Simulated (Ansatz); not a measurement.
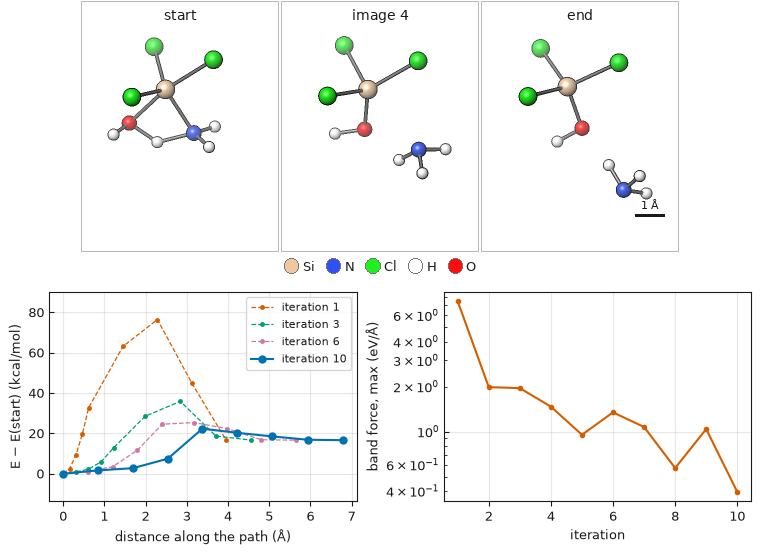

A search for the minimum-energy path of SiNH4OCl3 by the nudged elastic band. Images are numbered from 0 (start) to 8 (end). The plot follows the band through its iterations. The picture is a ball-and-stick view, seen at a tilt.

These are results of UKS PBE/STO-3G in Ansatz 0.2.0, not measurements. Run with 7 movable images; climbing image; force threshold 0.05 eV/Å; iteration limit 10; starting path through a guess of the saddle point.

Did the band converge, and can the barrier be trusted?

The result isn't final. The band hadn't converged when the run stopped after 10 iterations. The largest component of the band force went from 7.4 to 0.39 eV/Å. The barrier read from it is provisional: over the last two iterations the highest image moved from 24.1 kcal/mol to 22.3 kcal/mol. The iteration limit was low. The first iteration put the highest image at 76.5 kcal/mol. Forward barrier 22.3 kcal/mol, backward barrier 5.7 kcal/mol, with image 4 at the top; the reaction energy is +16.6 kcal/mol.

Limits of the set-up: STO-3G is a minimal basis, so the numbers are rough.

Cost: 2.3 min on 1 thread of AMD EPYC 9R45 96-Core Processor (Zen 5), with other jobs on the host, peak memory 0.27 GiB.
